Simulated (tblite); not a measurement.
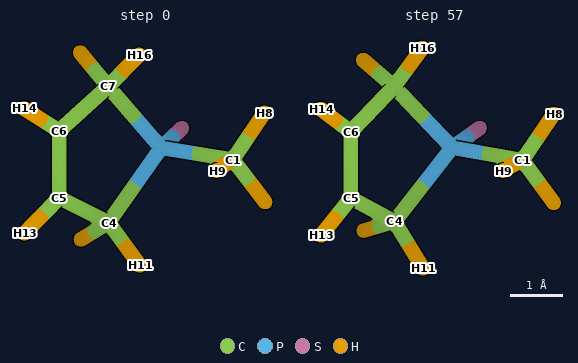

The structure of C5H9PS before (left) and after (right) a relaxation, at one scale.

Style: stick. Shown at a tilt.

These are results of GFN2-xTB geometry optimisation, gas phase (tblite), not measurements. 

### What changed between the two?

After 57 geometry steps the energy has fallen by 11.4 kJ/mol. The largest move after the best rigid fit is that of an H atom, 0.24 Å. By element the largest moves are H 0.24 Å, S 0.17 Å, C 0.09 Å, P 0.05 Å. Among the contacts that change: C–P 1.783 → 1.836 Å, C–P 1.814 → 1.855 Å, P–S 1.955 → 1.937 Å, C–C 1.340 → 1.324 Å. Bond angles that change, for instance: C–P–C 96.9° → 92.9°, P–C–H 111.9° → 108.8°, P–C–H 111.5° → 108.7°.
